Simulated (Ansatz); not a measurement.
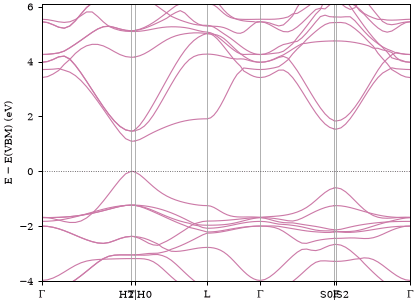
Figure. Band structure from plane-wave PAW r²SCAN (Ansatz code)

Q: Read off the gap and where the band edges lie.

A: About 1.1 eV (1.10 eV by a search for the band edges); maximum at T, minimum at T.

The material is CsGeI₃ in space group R3m (No. 160; I on 9b, Cs on 3a, Ge on 3a).

The workflow started from an entry of the Crystallography Open Database (COD, 293 K). Its standing as an ambient phase is unchecked. The r²SCAN relaxation kept the symmetry of its start; whether a distortion lowers the energy is not shown. Scalar-relativistic: spin–orbit coupling is off unless named, which matters more the heavier the elements.

Potentials: the later of the program's two PAW sets.
